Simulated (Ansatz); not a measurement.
# AlNi under a change: Al interstitial (started 1.43 Å from the nearest host atom), symmetric start

The reference is an 8-atom supercell of AlNi in the CsCl type structure (space group Pm-3m, No. 221; a = 2.862 Å; non-magnetic) at its relaxed geometry.

One thing is altered: a neutral Al interstitial (started 1.43 Å from the nearest host atom), symmetric start, atoms relaxed at fixed cell.

Level of theory: PBEsol (Ansatz, an electronic-structure program, PAW, spin-orbit coupling left out). Settings: 8×8×8 k-points, 0.05 eV Fermi–Dirac smearing.

```csv
quantity,base,changed,shift
pressure,0.0 GPa,63.3 GPa,+63.3 GPa
largest displacement of a host atom from its site in the perfect cell,–,0.45 Å,–
final site of the added atom,–,10 Al at 1.88–3.20 Å and 4 Ni at 2.07 Å,–
```

Final structure:

```xyz
9
Lattice="2.8622 -2.8622 -2.8622 -2.8622 2.8622 -2.8622 2.8622 2.8622 2.8622" Properties=species:S:1:pos:R:3 pbc="T T T"
Al     0.0000     0.0000    -2.8622
Al     0.0000    -0.4477     0.0000
Al     0.0000     3.3099     0.0000
Al     2.8622     0.0000     0.0000
Ni     1.4623     1.4311    -1.4623
Ni     1.4623     1.4311     1.4623
Ni    -1.4623     1.4311    -1.4623
Ni     1.3999    -1.4311    -1.3999
Al     0.0000     1.4311     0.0000
```

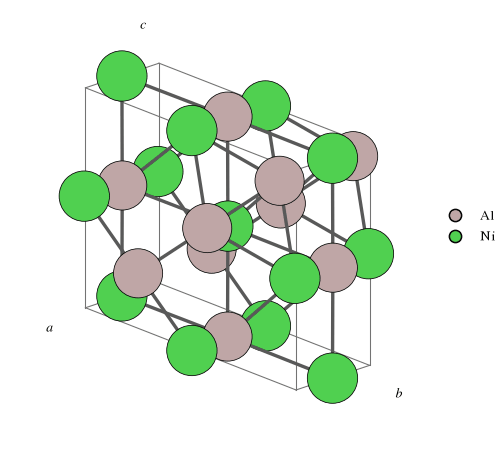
The relaxed cell after the change

Cost of the whole job for the changed cell (relaxation, final SCF and bands): around 4 core-minutes (rough).

Other magnetic orders, which the real material may have, were not ruled out. The cell is small, so the values are those of an ordered compound at a high defect concentration; dilute-limit values will differ. The defect started on the symmetric site and kept its symmetry, so it may sit on a saddle. Seeded moments were not kept for Al interstitial (started 1.43 Å from the nearest host atom) and the base. Spin-polarised in the final run: Al interstitial (started 1.43 Å from the nearest host atom); the other runs are not. The defect cell is spin-polarised and ends with 0.0 μB.
